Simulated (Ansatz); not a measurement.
# Run report: SnNH$_{3}$F$_{2}$, saddle-point search (part 2 of 2)

The same run, continued: SnNH$_{3}$F$_{2}$, SMILES [NH2][SnH]([F])[F]; HF/3-21G, RHF (Ansatz 0.2.0). The starting geometry was optimised with HF/3-21G.

Geometry of the input (Å):
```
N  -0.6640  1.0281  -0.1000
Sn 0.4858  -0.5516  0.0012
F  0.5100  -1.2006  1.7686
F  -0.3578  -1.9985  -0.8594
H  -0.3660  1.9111  -0.4641
H  -1.6172  1.0459  0.2053
H  2.0708  -0.3024  -0.5972
```

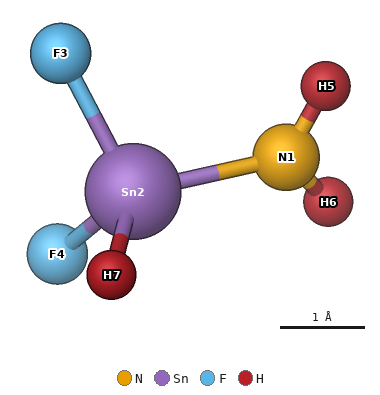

The geometry at step 11 of the log (ball-and-stick view, seen at a tilt; atoms are numbered from 1 in the order of the input).

Trajectory as extended XYZ, continued
```
7
Properties=species:S:1:pos:R:3:forces:R:3 step=3 energy=-170083.86329
N    -0.6883    1.0070   -0.1122    0.3999   0.3016   0.9913
Sn    0.5137   -0.5400   -0.0540   -0.0324   0.0171   0.0115
F     0.8955   -0.8199    1.7703    0.0085  -0.0056  -0.0665
F    -0.4745   -2.0662   -0.5457    0.0154  -0.0132   0.0141
H    -0.7947    1.6497    0.6567    0.2114  -0.2628  -0.0334
H    -1.3574    1.2111   -0.8006   -0.5975  -0.0214  -0.9342
H     1.9673   -0.5098   -0.9601   -0.0053  -0.0158   0.0172
7
Properties=species:S:1:pos:R:3:forces:R:3 step=4 energy=-170083.82161
N    -0.6921    1.0029   -0.1234    1.0022   0.2995   2.3389
Sn    0.5110   -0.5433   -0.0525   -0.0234   0.0283   0.0392
F     0.9122   -0.8243    1.7705   -0.0323   0.0516  -0.1752
F    -0.4798   -2.0772   -0.5137    0.0376  -0.0236   0.0006
H    -0.8407    1.6187    0.6739    0.3109  -0.5746  -0.3537
H    -1.3035    1.2538   -0.8219   -1.2598   0.2667  -1.8900
H     1.9543   -0.4987   -0.9787   -0.0352  -0.0478   0.0401
7
Properties=species:S:1:pos:R:3:forces:R:3 step=5 energy=-170083.87450
N    -0.6759    1.0211   -0.1155    0.0692   0.2671   0.7016
Sn    0.5157   -0.5344   -0.0528    0.0328  -0.0133  -0.0221
F     0.9056   -0.8212    1.7682   -0.0071   0.0021  -0.0398
F    -0.4841   -2.0548   -0.5410    0.0147  -0.0089   0.0173
H    -0.8150    1.6357    0.6716    0.1826  -0.2209  -0.1350
H    -1.3534    1.2027   -0.8151   -0.2737  -0.0182  -0.5362
H     1.9686   -0.5172   -0.9612   -0.0185  -0.0079   0.0141
7
Properties=species:S:1:pos:R:3:forces:R:3 step=6 energy=-170083.88153
N    -0.6871    1.0207   -0.1063   -0.0157   0.0954   0.1848
Sn    0.5124   -0.5322   -0.0530    0.0055   0.0021   0.0082
F     0.9064   -0.8344    1.7637   -0.0047   0.0118   0.0022
F    -0.4808   -2.0563   -0.5432    0.0070   0.0097  -0.0039
H    -0.7953    1.6555    0.6644    0.0641  -0.1019  -0.0560
H    -1.3656    1.1913   -0.8196   -0.0265  -0.0214  -0.1268
H     1.9715   -0.5125   -0.9516   -0.0296   0.0043  -0.0085
7
Properties=species:S:1:pos:R:3:forces:R:3 step=7 energy=-170083.88175
N    -0.6852    1.0212   -0.1040   -0.0864   0.0171  -0.0157
Sn    0.5132   -0.5314   -0.0486    0.0126  -0.0113  -0.0129
F     0.8985   -0.8353    1.7699    0.0097   0.0038  -0.0150
F    -0.4776   -2.0523   -0.5519   -0.0074  -0.0044   0.0091
H    -0.7811    1.6627    0.6595    0.0080  -0.0071  -0.0018
H    -1.3732    1.1763   -0.8162    0.0622  -0.0003   0.0227
H     1.9669   -0.5092   -0.9545    0.0012   0.0021   0.0135
7
Properties=species:S:1:pos:R:3:forces:R:3 step=8 energy=-170083.88126
N    -0.6872    1.0184   -0.1047   -0.0651   0.0656   0.0463
Sn    0.5130   -0.5332   -0.0513   -0.0145   0.0096   0.0198
F     0.8970   -0.8369    1.7674    0.0052  -0.0070  -0.0049
F    -0.4810   -2.0512   -0.5580    0.0111   0.0045   0.0045
H    -0.7674    1.6733    0.6510    0.0208  -0.0563  -0.0439
H    -1.3864    1.1673   -0.8061    0.0371  -0.0081  -0.0079
H     1.9734   -0.5057   -0.9441    0.0056  -0.0083  -0.0139
7
Properties=species:S:1:pos:R:3:forces:R:3 step=9 energy=-170083.88055
N    -0.6879    1.0204   -0.1066   -0.0654   0.0352   0.0277
Sn    0.5139   -0.5303   -0.0491    0.0028  -0.0072  -0.0127
F     0.8913   -0.8453    1.7691    0.0044   0.0038  -0.0050
F    -0.4765   -2.0465   -0.5676   -0.0074   0.0007   0.0050
H    -0.7499    1.6892    0.6376    0.0122  -0.0266  -0.0280
H    -1.4076    1.1519   -0.7915    0.0586  -0.0149   0.0086
H     1.9783   -0.5073   -0.9376   -0.0052   0.0090   0.0044
7
Properties=species:S:1:pos:R:3:forces:R:3 step=10 energy=-170083.87996
N    -0.6895    1.0191   -0.1066   -0.0961   0.0679   0.0160
Sn    0.5138   -0.5304   -0.0482    0.0105  -0.0080  -0.0085
F     0.8873   -0.8529    1.7696    0.0017   0.0005  -0.0063
F    -0.4776   -2.0424   -0.5770   -0.0012   0.0045   0.0045
H    -0.7301    1.7065    0.6234   -0.0030  -0.0594  -0.0791
H    -1.4261    1.1343   -0.7784    0.1006  -0.0097   0.0690
H     1.9836   -0.5023   -0.9284   -0.0126   0.0042   0.0045
7
Properties=species:S:1:pos:R:3:forces:R:3 step=11 energy=-170083.87928
N    -0.6891    1.0195   -0.1079   -0.1460   0.0856  -0.0059
Sn    0.5144   -0.5298   -0.0476    0.0167  -0.0121  -0.0035
F     0.8816   -0.8601    1.7703    0.0012  -0.0003  -0.0101
F    -0.4768   -2.0384   -0.5862   -0.0030   0.0069   0.0037
H    -0.7121    1.7225    0.6085   -0.0073  -0.0744  -0.1019
H    -1.4453    1.1177   -0.7626    0.1510  -0.0108   0.1128
H     1.9888   -0.4994   -0.9202   -0.0126   0.0051   0.0050
7
Properties=species:S:1:pos:R:3:forces:R:3 step=12 energy=-170083.87885
N    -0.6907    1.0176   -0.1077   -0.1719   0.1351   0.0005
Sn    0.5152   -0.5297   -0.0455    0.0065  -0.0122  -0.0048
F     0.8782   -0.8694    1.7717   -0.0008  -0.0011  -0.0140
F    -0.4774   -2.0333   -0.5954    0.0016   0.0060   0.0054
H    -0.6948    1.7399    0.5912   -0.0135  -0.1164  -0.1398
H    -1.4621    1.1016   -0.7480    0.1874  -0.0150   0.1469
H     1.9929   -0.4947   -0.9120   -0.0093   0.0036   0.0058
7
Properties=species:S:1:pos:R:3:forces:R:3 step=13 energy=-170083.87836
N    -0.6861    1.0205   -0.1080   -0.2421  -0.1426  -0.2794
Sn    0.5166   -0.5299   -0.0466   -0.0016   0.0220   0.0371
F     0.8771   -0.8792    1.7690   -0.0046  -0.0111  -0.0014
F    -0.4868   -2.0251   -0.6009    0.0258   0.0183  -0.0046
H    -0.6847    1.7513    0.5714    0.0164   0.1343   0.1097
H    -1.4753    1.0811   -0.7305    0.2162  -0.0046   0.1583
H     2.0006   -0.4868   -0.9001   -0.0102  -0.0162  -0.0199
7
Properties=species:S:1:pos:R:3:forces:R:3 step=14 energy=-170083.87891
N    -0.6888    1.0190   -0.1066   -0.2449  -0.0803  -0.2327
Sn    0.5171   -0.5289   -0.0441   -0.0049   0.0146   0.0335
F     0.8736   -0.8895    1.7703   -0.0058  -0.0084  -0.0040
F    -0.4851   -2.0207   -0.6095    0.0219   0.0174  -0.0027
H    -0.6690    1.7695    0.5534    0.0065   0.0621   0.0361
H    -1.4899    1.0659   -0.7159    0.2349   0.0042   0.1850
H     2.0036   -0.4834   -0.8933   -0.0076  -0.0098  -0.0153
7
Properties=species:S:1:pos:R:3:forces:R:3 step=15 energy=-170083.87908
N    -0.6888    1.0192   -0.1062   -0.1966  -0.0698  -0.2006
Sn    0.5165   -0.5293   -0.0455   -0.0097   0.0132   0.0308
F     0.8778   -0.8798    1.7697   -0.0035  -0.0064  -0.0024
F    -0.4839   -2.0259   -0.6010    0.0170   0.0140  -0.0028
H    -0.6855    1.7532    0.5725    0.0086   0.0596   0.0433
H    -1.4733    1.0833   -0.7333    0.1888  -0.0042   0.1472
H     1.9987   -0.4888   -0.9020   -0.0046  -0.0064  -0.0155
7
Properties=species:S:1:pos:R:3:forces:R:3 step=16 energy=-170083.87917
N    -0.6865    1.0208   -0.1081   -0.1749   0.0181  -0.0817
Sn    0.5156   -0.5297   -0.0470    0.0073   0.0021   0.0115
F     0.8827   -0.8652    1.7700   -0.0016  -0.0043  -0.0070
F    -0.4828   -2.0327   -0.5888    0.0117   0.0102   0.0023
H    -0.7094    1.7285    0.6015   -0.0013  -0.0249  -0.0518
H    -1.4495    1.1062   -0.7576    0.1660   0.0044   0.1322
H     1.9914   -0.4959   -0.9157   -0.0071  -0.0056  -0.0055
7
Properties=species:S:1:pos:R:3:forces:R:3 step=17 energy=-170083.87951
N    -0.6999    1.0105   -0.0950    0.0254   0.0079  -0.0724
Sn    0.5132   -0.5313   -0.0410   -0.0312   0.0021  -0.0064
F     0.8895   -0.8684    1.7733    0.0084   0.0041  -0.0083
F    -0.4763   -2.0396   -0.5821   -0.0030  -0.0100   0.0043
H    -0.7191    1.7272    0.6024   -0.0036   0.0133   0.0578
H    -1.4248    1.1261   -0.7761   -0.0009  -0.0209   0.0106
H     1.9788   -0.4925   -0.9274    0.0049   0.0036   0.0144
7
Properties=species:S:1:pos:R:3:forces:R:3 step=18 energy=-170083.87977
N    -0.6960    1.0132   -0.1008    0.0282   0.0247   0.0138
Sn    0.5140   -0.5304   -0.0403   -0.0026   0.0023  -0.0078
F     0.8821   -0.8823    1.7730   -0.0013   0.0018  -0.0025
F    -0.4790   -2.0306   -0.5971    0.0000  -0.0052   0.0019
H    -0.6913    1.7526    0.5740    0.0103  -0.0066   0.0186
H    -1.4575    1.0951   -0.7444   -0.0376  -0.0138  -0.0301
H     1.9891   -0.4856   -0.9102    0.0030  -0.0032   0.0061
7
Properties=species:S:1:pos:R:3:forces:R:3 step=19 energy=-170083.87994
N    -0.6934    1.0161   -0.1039   -0.0019   0.0042   0.0011
Sn    0.5145   -0.5295   -0.0433    0.0001  -0.0009   0.0003
F     0.8803   -0.8763    1.7715    0.0006  -0.0004  -0.0003
F    -0.4789   -2.0313   -0.5957   -0.0001  -0.0003   0.0001
H    -0.6939    1.7461    0.5815   -0.0002  -0.0026  -0.0025
H    -1.4581    1.0968   -0.7452    0.0012  -0.0001   0.0010
H     1.9910   -0.4898   -0.9107    0.0003   0.0001   0.0004
```

Summary

- outcome: converged
- total energy: −6250.467301 hartree
- basis functions: 66
- largest force: 0.005 eV/Å
- dipole moment: 3.65 D
- wall time: 2.3 min
- peak memory: 0.16 GiB
